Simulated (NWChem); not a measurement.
# One shape, several levels: InH3Cl− ([InClH3]-)

Aim: a comparison of 3 runs (HF/STO-3G, HF/3-21G, PBE0/def2-SVP) of InH3Cl− ([InClH3]-). 

The results are computed with NWChem 7.3.0.

## 1. Starting point

The species is InH3Cl− (5 atoms), meant as a singlet with charge -1. SMILES: `[H][In-]([H])([H])[Cl]`. Geometry: a GFN2-xTB relaxation, a rough one for these elements and not checked as a minimum.

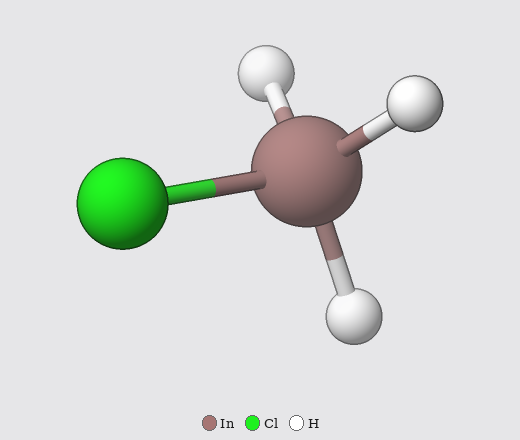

The structure, seen from a chosen angle (indium brown, chlorine green, hydrogen white).

## 2. Energy and forces at HF/STO-3G (run 1)

Input file struct.xyz:

```xyz
5

In    -0.002150     0.000620    -0.175700
Cl     0.012800    -0.020350     2.163640
H      1.620790     0.013380    -0.670930
H     -0.818090     1.410990    -0.645940
H     -0.813350    -1.404640    -0.671060
```

Input file run.py:

```python
from ase.io import read
from ase.calculators.nwchem import NWChem

molecule = read('struct.xyz')

calc = NWChem(
    label='struct',
    theory='scf',
    memory='2200 mb',
    basis='STO-3G',
    basispar='spherical bse',
    charge=-1,
    scf={'nopen': '0', 'rhf': None, 'thresh': '1e-08', 'maxiter': '80'},
)
molecule.calc = calc

forces = molecule.get_forces()
e = molecule.get_potential_energy()
print(f"E = {e:.6f} eV")
print("forces (eV/A):")
for s, f in zip(molecule.symbols, forces):
    print(f"{s:2s} {f[0]:10.5f} {f[1]:10.5f} {f[2]:10.5f}")
print("dipole (e A):", molecule.get_dipole_moment().round(4))
```

Launch:

```bash
$ export ASE_NWCHEM_COMMAND="nwchem PREFIX.nwi > PREFIX.nwo"
$ python run.py
```

Log:

```text
E = -167055.946849 eV
forces (eV/A):
In    0.00303    0.02412   -1.98422
Cl    0.00273   -0.00915    0.92030
H    -0.88631   -0.01687    0.35779
H     0.43447   -0.76753    0.34581
H     0.44609    0.76943    0.36031
dipole (e A): [-0.0057  0.0054 -0.7133]
```

The calculator wrote struct.nwi:

```
title "struct"

permanent_dir struct

scratch_dir struct

start struct

geometry units angstrom nocenter noautosym noautoz
  In -2.1500000000000000e-03 6.2000000000000000e-04 -1.7570000000000000e-01
  Cl 1.2800000000000001e-02 -2.0350000000000000e-02 2.1636400000000000e+00
  H  1.6207900000000000e+00 1.3380000000000000e-02 -6.7093000000000003e-01
  H  -8.1808999999999998e-01 1.4109900000000000e+00 -6.4593999999999996e-01
  H  -8.1335000000000002e-01 -1.4046400000000001e+00 -6.7105999999999999e-01
end

charge -1

memory 2200 mb

basis spherical bse noprint
   * library STO-3G
end

scf
  nopen 0
  rhf
  thresh 1e-08
  maxiter 80
end

task scf gradient
```

struct.nwo:

```text
Northwest Computational Chemistry Package (NWChem) 7.3.0
             --------------------------------------------------------

           Job information
           ---------------

    nwchem branch   = 7.3.0
    use scalapack   = T
    input           = struct.nwi
    prefix          = struct.
    data base       = struct/struct.db
    status          = startup
    nproc           =        1

           Memory information
           ------------------

[... 5 lines left out ...]
    hardfail = no
[... 128 lines left out ...]
         Quadratically convergent ROHF
[... 14 lines left out ...]
       Final RHF  results
[... 4 lines left out ...]
      Two-electron energy =   2624.476146035576
[... 48 lines left out ...]
                       ROHF Final Molecular Orbital Analysis
[... 186 lines left out ...]
                 ----------------------------------------
                 |  Time  |  1-e(secs)   |  2-e(secs)   |
                 ----------------------------------------
                 |  CPU   |       0.00   |       0.80   |
                 ----------------------------------------
                 |  WALL  |       0.00   |       0.80   |
                 ----------------------------------------

 Task  times  cpu:        2.7s     wall:        2.7s
 Total times  cpu:        2.7s     wall:        2.7s
```

Run time: 3.9 s. Hardware: 1 thread of AMD EPYC 9R45 (Zen 5), shared host; peak memory 0.1 GiB.

## 3. Energy and gradient at HF/3-21G (run 2)

Input file a.xyz:

```xyz
5
ClH3In gradient
In    -0.002150     0.000620    -0.175700
Cl     0.012800    -0.020350     2.163640
H      1.620790     0.013380    -0.670930
H     -0.818090     1.410990    -0.645940
H     -0.813350    -1.404640    -0.671060
```

Input file a.nw:

```
start a
title "ClH3In gradient"
memory 2200 mb
charge -1
geometry units angstrom noautosym nocenter noautoz
load format xyz a.xyz
end
basis spherical bse
* library 3-21G
end
scf
singlet
rhf
thresh 1e-08
maxiter 80
print medium
end
task scf gradient
```

Launch:

```bash
$ nwchem a.nw > a.out
```

Log:

```text
[...]
  functions       =    50
[...]
  wavefunction    = RHF
[...]
         Total SCF energy =  -6173.827989026152
      One-electron energy =  -9028.805610481731
      Two-electron energy =   2611.861295608493
 Nuclear repulsion energy =    243.116325847087
        Time for solution =      2.0s
[...]
                         RHF ENERGY GRADIENTS
    atom               coordinates                        gradient
                 x          y          z           x          y          z
   1 In     -0.004063   0.001172  -0.332025   -0.000060  -0.000159   0.028742
   2 Cl      0.024188  -0.038456   4.088687   -0.000300   0.000523  -0.055931
   3 H       3.062849   0.025285  -1.267874   -0.031839  -0.000099   0.009226
   4 H      -1.545966   2.666384  -1.220650    0.016281  -0.027864   0.008756
   5 H      -1.537009  -2.654385  -1.268120    0.015917   0.027600   0.009206
[...]
```

Wall time 3.6 s (1 thread of AMD EPYC 9R45 (Zen 5), shared host); peak memory 0.1 GiB.

## 4. Energy and gradient at PBE0/def2-SVP (core potential) (run 3)

Input file clh3in.nw:

```
START clh3in
TITLE "ClH3In gradient"
memory stack 880 mb heap 220 mb global 1100 mb
charge -1
GEOMETRY units angstroms noautosym nocenter noautoz
In    -0.002150     0.000620    -0.175700
Cl     0.012800    -0.020350     2.163640
H      1.620790     0.013380    -0.670930
H     -0.818090     1.410990    -0.645940
H     -0.813350    -1.404640    -0.671060
END
BASIS "ao basis" spherical bse
In library def2-SVP
Cl library def2-SVP
H library def2-SVP
END
ECP bse
In library def2-SVP
END
DFT
xc pbe0
grid xfine
convergence energy 1e-08
iterations 100
mulliken
noprint "final vectors analysis"
END
TASK dft gradient
```

Launch:

```bash
$ nwchem clh3in.nw > clh3in.out
```

Log:

```text
[...]
          Wavefunction type:  closed shell.
          No. of atoms     :     5
          No. of electrons :    42
[...]
          Charge           :    -1
          Spin multiplicity:     1
[...]
          AO basis - number of functions:    59
[...]
              XC Information
              --------------
                         PBE0 Method XC Functional
                     Hartree-Fock (Exact) Exchange  0.250
          PerdewBurkeErnzerhof Exchange Functional  0.750
            Perdew 1991 LDA Correlation Functional  1.000 local
           PerdewBurkeErnz. Correlation Functional  1.000 non-local
[...]
 d= 0,ls=0.0,diis     1   -651.7870839654 -7.61D+02  2.96D-02  9.03D-01     1.2
[...]
 d= 0,ls=0.0,diis     8   -651.8943921359 -4.36D-10  4.64D-07  1.01D-09     7.5
         Total DFT energy =     -651.894392135893
      One electron energy =    -1199.336253673077
           Coulomb energy =      484.395507253202
    Exchange-Corr. energy =      -46.198815851707
 Nuclear repulsion energy =      109.245170135689
[...]
  wavefunction    = closed shell
                         DFT ENERGY GRADIENTS
    atom               coordinates                        gradient
                 x          y          z           x          y          z
   1 In     -0.004063   0.001172  -0.332025   -0.000086  -0.000092   0.019506
   2 Cl      0.024188  -0.038456   4.088687   -0.000177   0.000332  -0.035420
   3 H       3.062849   0.025285  -1.267874   -0.019056  -0.000029   0.005407
   4 H      -1.545966   2.666384  -1.220650    0.009802  -0.016726   0.005125
   5 H      -1.537009  -2.654385  -1.268120    0.009517   0.016514   0.005382
[...]
```

It took 10 s on 1 thread of AMD EPYC 9R45 (Zen 5), shared host; peak memory 0.14 GiB.

## 5. All runs side by side

```tsv
run	level	iteration cap	module	energy (Eh)	HOMO energy (eV)	LUMO energy (eV)	HOMO–LUMO gap (eV)	wall time
1	HF/STO-3G	80	scf	-6139.192862	-2.03	16.97	19.00	3.9 s
2	HF/3-21G	80	scf	-6173.827989	-5.37	7.46	12.83	3.6 s
3	PBE0/def2-SVP (core potential)	100	dft	-651.894392	–	–	–	10 s
```

## 6. Results

| quantity | value |
| --- | --- |
| run 3: total energy | -651.89439 Eh |
| run 3: largest force on an atom | 1.821 eV/Å |

Some runs of one species differ in core potentials or relativity; totals across that change don't compare. In run 1 the basis is minimal, so the values are rough. In runs 1, 2 relativity is left out where basis or elements ask for it. All runs together took 18 s, the longest 10 s.
